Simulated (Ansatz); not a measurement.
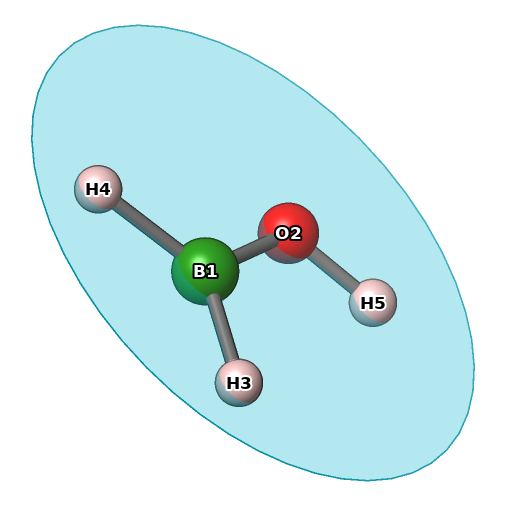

A disc through the centre of mass is drawn in. Atoms fade into the background with distance from the viewer. The computed structure is the end point of a PBE0-D4/def2-TZVP optimisation.

### Is the plane of the disc a mirror plane of the structure?

Yes. The reflection leaves B1, O2, H3, H4, H5 in place. The point group is Cs.
